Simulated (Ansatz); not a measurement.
## Electronic structure of Cl₄FTa (SMILES [F][Ta]([Cl])([Cl])([Cl])[Cl]) in real space

The calculation's input:

```
crystal:
  periodic: [false, false, false]
  atoms:
    - {symbol: Cl, position_ang: [-1.838741, -1.179937, -0.579260]}
    - {symbol: Cl, position_ang: [0.813785, -1.494401, 1.346601]}
    - {symbol: Cl, position_ang: [1.906165, -0.367838, -1.548757]}
    - {symbol: Cl, position_ang: [0.100111, 1.719870, 1.279827]}
    - {symbol: F, position_ang: [-0.529716, 1.254866, -1.540407]}
    - {symbol: Ta, position_ang: [0.071351, 0.025365, -0.249190]}
basis:
  gaussian:
    orbitals: def2-SVPD
hamiltonian:
  xc: {name: PBE0}
output:
  forces: true
  orbitals: {seedname: orbitals}
```

Command:

```sh
ansatz run input.yaml --threads 2 --pin off --max-ram 5220MiB --events-out events.jsonl --progress --plain --runs-dir runs
```

Geometry: PBE0-D4/def2-SVP; core potentials replace the inner electrons of Ta.

Level of theory: isolated molecule in a Gaussian basis; Kohn-Sham density functional theory, functional PBE0 (Ansatz).

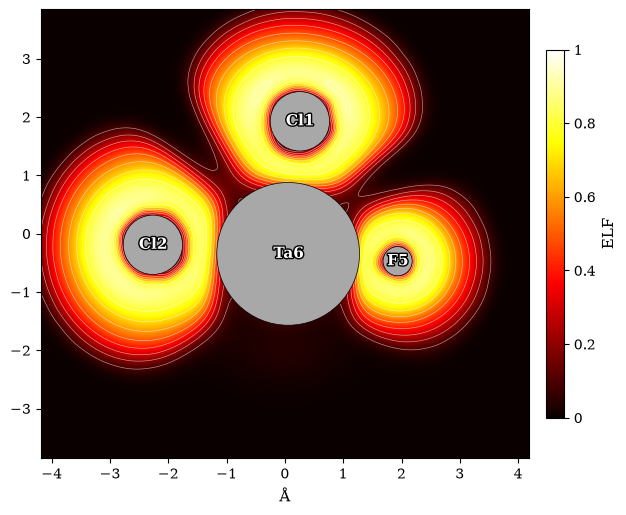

Figure 1. Electron localisation function on the plane of atoms Cl1, Ta6 and Cl2. Grey discs cover the atomic cores.

Interpret the plot.

Answer. The plane passes through Cl, F and Ta nuclei. Ta–F (1.88 Å): the ELF peaks at about 0.85 in the valence shell of F, 0.5 Å from its nucleus, and drops to about 0.20 between the two atoms. Ta–Cl (2.28 Å): the ELF peaks at about 0.85 in the valence shell of Cl, 0.8 Å from its nucleus, and is about 0.40 at the midpoint. Ta–Cl (2.33 Å): the ELF peaks at about 0.85 in the valence shell of Cl, 0.8 Å from its nucleus, and is about 0.35 at the midpoint.

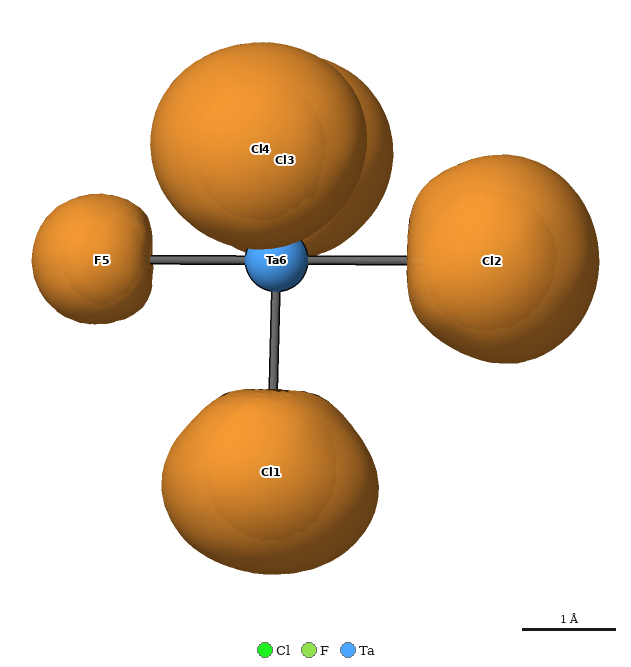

Figure 2. Isosurface of the electron localisation function at 0.8 (orange), seen across its widest extent. Core shells and regions of very low density are left out.

Identify the bonds, lone pairs and shells in this picture.

Answer. The ELF exceeds this value in four regions wrapped around Cl (the valence shell of each) and one region wrapped around F (its valence shell).

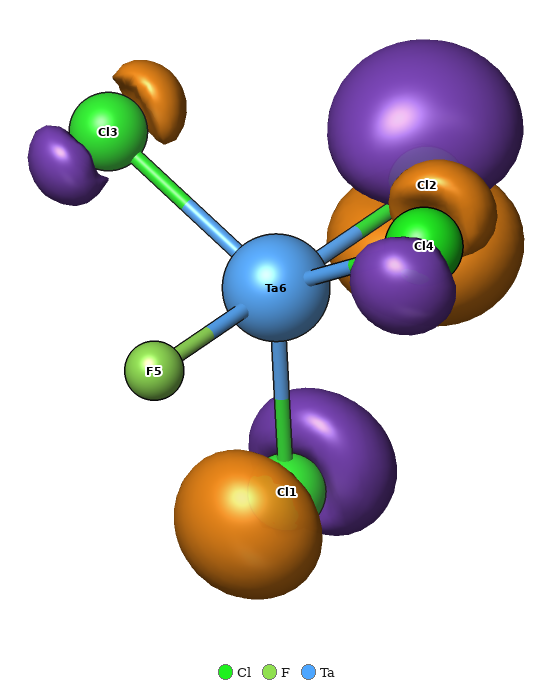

Figure 3. The HOMO at ±0.15 Å⁻³ᐟ² (orange and purple are the two phases), seen at an oblique angle.

What is the character of this orbital?

Answer. It lies mainly on Cl2 (about 55 %), Cl1 (about 25 %), Cl3 (about 5 %) and Cl4 (about 5 %). It is one of a degenerate set, so its orientation is arbitrary. Its energy is −9.50 eV.
